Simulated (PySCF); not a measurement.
Molecule: Si(OH)2(OMe)2, SMILES CO[Si](O)(O)OC. Atoms near the plane z = 0.0 Å, at the GFN2-xTB optimised geometry (x, y, z in Å): Si3 (-0.4, 0.4, 0.0), O4 (-0.8, 2.0, 0.0), O5 (1.3, 0.4, 0.0), H11 (-1.7, 2.2, -0.2), H12 (1.7, 1.1, -0.5), H15 (-1.4, -2.2, -0.9).

Calculation: CAM-B3LYP/def2-TZVP (PySCF 2.14.0). Cells within 0.4 Å of a nucleus heavier than hydrogen are left out (blank, or x). The values are rescaled to run from 0 to 1.

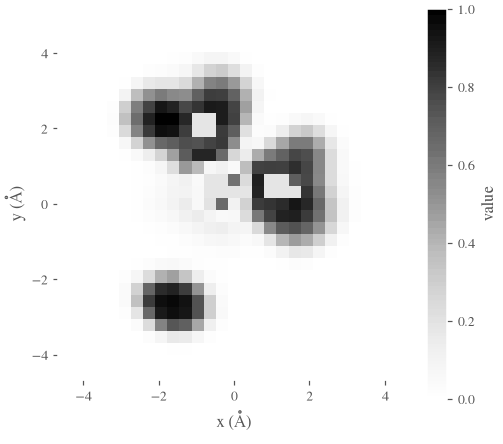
Figure: a field on the plane z = 0.0 Å.

### Question
Which quantity is mapped?
(A) log10 of the electron density
(B) deformation density (molecule minus spherical neutral atoms)
(C) electron localisation function
(D) Laplacian of the electron density

### Answer
C, electron localisation function
